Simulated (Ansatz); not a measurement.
## Electronic structure of CH5Sn (SMILES [CH3][SnH2]) (doublet) in real space

```xyz
7

C    -0.6614   -0.5626   -0.4437
Sn    0.6236    0.4951    0.9820
H    -0.5327   -1.6364   -0.3140
H    -1.7004   -0.2949   -0.2560
H    -0.4062   -0.2961   -1.4673
H     1.4655   -0.6605    1.9708
H    -0.3604    1.4578    2.0436
```

Core potentials replace the inner electrons of Sn.

Level of theory: UKS B3LYP/def2-mTZVP (Ansatz).

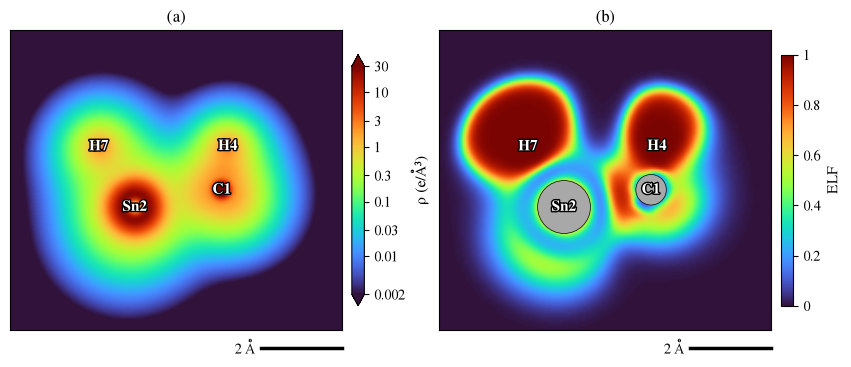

Figure 1. (a) electron density; (b) electron localisation function on the plane of atoms C1, Sn2 and H7. Grey discs cover the atomic cores in the ELF map.

Question: Read the bonding off the picture.

Answer: The plane passes through C, Sn and H nuclei.
C–Sn (2.19 Å): ρ at the midpoint is about 0.64 e/Å³; the ELF peaks at about 0.90 in the valence shell of C, 0.7 Å from its nucleus, and drops to about 0.20 between the two atoms.
C–H (1.09 Å): ρ is about 2 e/Å³ halfway; the ELF climbs to about 1 towards the hydrogen, as it does in any bond to H (an ordinary covalent bond to hydrogen).
Sn–H (1.74 Å): ρ is about 1.1 e/Å³ halfway; the ELF climbs to about 1 towards the hydrogen.

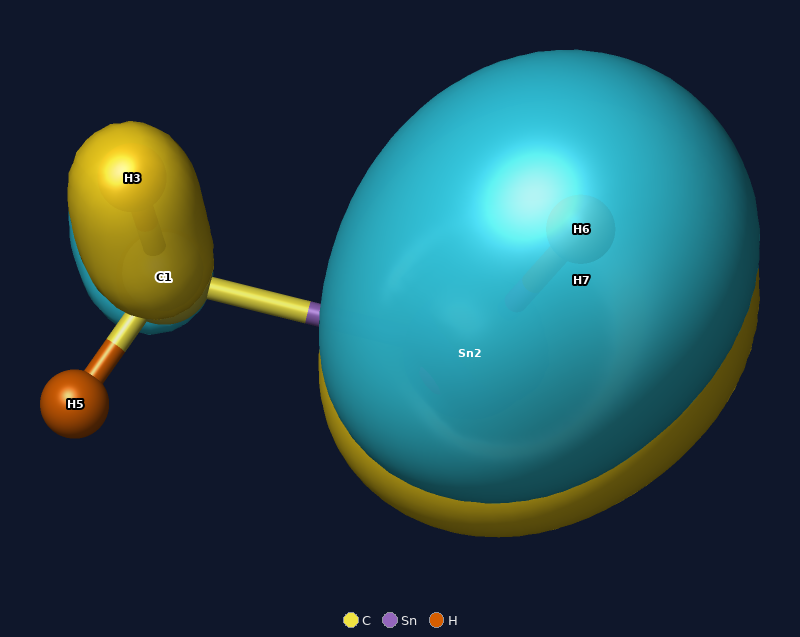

Figure 2. The HOMO−1 (β) at ±0.08 Å⁻³ᐟ² (yellow and cyan are the two phases), seen from one side.

Question: Where does this orbital lie, and at what energy?

Answer: By Hirshfeld shares it lies mainly on Sn2 (about 40 %), H6 (about 25 %) and H7 (about 25 %). Its energy is −8.44 eV.

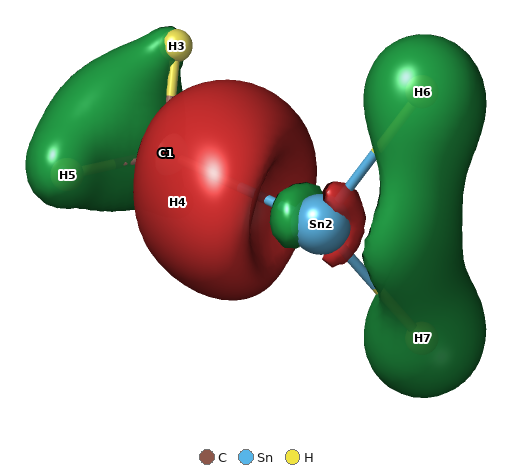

Figure 3. The HOMO−1 (α) at ±0.15 Å⁻³ᐟ² (green and red are the two phases), seen at a tilt.

Question: Where does this orbital lie, and at what energy?

Answer: It lies mainly on C1 (about 40 %), Sn2 (about 35 %), H7 (about 10 %) and H6 (about 10 %). Its energy is −8.29 eV.
